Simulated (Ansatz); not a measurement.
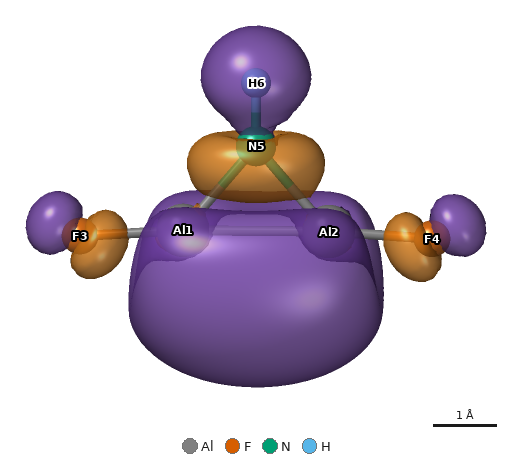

Figure. Al$_{2}$F$_{2}$HN (SMILES [F][Al]1[NH][Al]1[F]). The HOMO at ±0.06 Å⁻³ᐟ² (orange and purple are the two phases), seen across its widest extent.

Geometry: PBE0-D3(BJ)/def2-SVP.

These are results of Ansatz 0.2.0, isolated molecule in a Gaussian basis; Kohn-Sham density functional theory, functional PBE0, not measurements.

The calculation's input:

```
basis:
  gaussian:
    orbitals: def2-TZVPD
crystal:
  periodic: [false, false, false]
  atoms:
    - {symbol: Al, position_ang: [-1.525060, -0.811236, 0.494571]}
    - {symbol: Al, position_ang: [-2.637652, -2.121138, -1.101254]}
    - {symbol: F, position_ang: [-0.746818, 0.036366, 1.690073]}
    - {symbol: F, position_ang: [-3.430678, -3.123510, -2.159400]}
    - {symbol: N, position_ang: [-1.979208, -0.444495, -1.213207]}
    - {symbol: H, position_ang: [-1.903062, 0.314804, -1.889558]}
hamiltonian:
  xc: pbe0
output: {forces: true, orbitals: {seedname: orbitals}}
```

Launched as:

```sh
ansatz run input.yaml --threads 1 --pin off --max-ram 2610MiB --events-out events.jsonl --progress --plain --runs-dir runs
```

Question: Where does this orbital lie, and at what energy?

Answer: By Hirshfeld shares it lies mainly on Al1 (about 40 %), Al2 (about 40 %) and N5 (about 10 %); it is symmetric in the molecular plane (an in-plane orbital: σ, lone-pair or in-plane π type). Its energy is −7.05 eV.
